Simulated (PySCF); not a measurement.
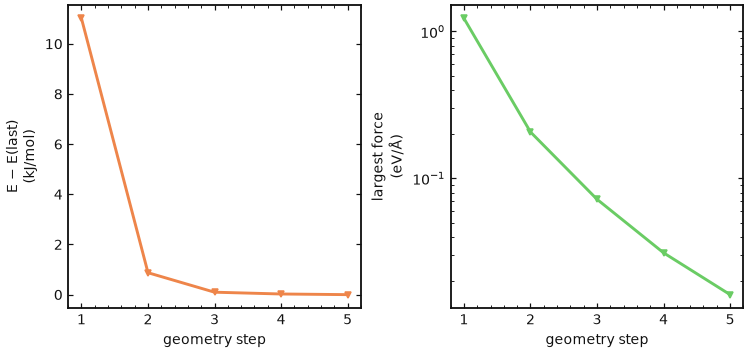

History of a geometry optimisation.

- system: C2H8OSi (SMILES CC[SiH2]O)
- method: PBE0-D3(BJ)/def2-SVP, geometry optimisation in PySCF

Question: How did the optimisation end?

Answer: The optimisation met its thresholds at geometry 5, counting the start as the first. The energy fell by about 11 kJ/mol from the first step to the last. The largest force goes from about 1.2 eV/Å at the start to 0.016 eV/Å at the end.
